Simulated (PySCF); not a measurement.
Consider C$_{2}$H$_{10}$GeN$_{2}$ (SMILES CN[N](C)[GeH3]).

Input

```
{"job": {"kind": "uv", "xc": "B3LYP", "basis": "def2-SVPD", "nstates": 8, "ntriplets": 3}, "charge": 0, "multiplicity": 1}
C      1.776287     0.706534     0.714620
N      1.021335    -0.230094    -0.100781
N     -0.373076     0.037542    -0.090940
C     -1.087337    -0.430171     1.075505
Ge    -1.027062    -0.037359    -1.793485
H      2.836084     0.505556     0.566203
H      1.549728     1.711845     0.363240
H      1.551608     0.647168     1.786615
H      1.198477    -1.183712     0.223181
H     -0.736983     0.085650     1.973662
H     -2.143834    -0.205331     0.938471
H     -0.976828    -1.512699     1.232527
H     -2.423400     0.500554    -1.746470
H     -0.105514     0.826039    -2.578510
H     -1.063897    -1.413532    -2.413096
```

Launched as:

```sh
OMP_NUM_THREADS=1 python probes_run.py task.json out
```

Geometry: GFN2-xTB.

The calculation used PySCF, B3LYP/def2-SVPD, SCF density, gas phase.

Question: What can the converged electron density and electron localisation function tell about the bonding?

Answer: C–N (1.45 Å): ρ is about 2 e/Å³ halfway; the ELF peaks at about 0.95 between the atoms, as expected for a covalent bond.
Ge–N (1.83 Å): the density is about 1 e/Å³ at the midpoint; the ELF peaks at about 0.90 in the valence shell of N, 0.6 Å from its nucleus, and is about 0.50 at the midpoint.
C–H (1.10 Å): the density is about 1.9 e/Å³ at the midpoint; the ELF climbs to about 1 towards the hydrogen, as it does in any bond to H: an ordinary covalent bond to hydrogen.

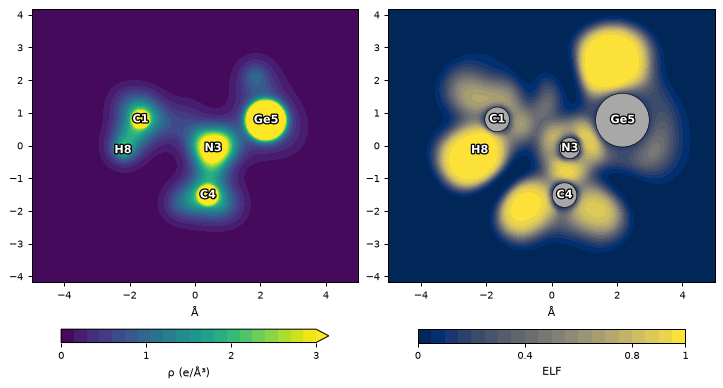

Computed electron density and electron localisation function on the plane of atoms C4, N3 and Ge5, in this order. Grey discs cover the atomic cores in the ELF map. 
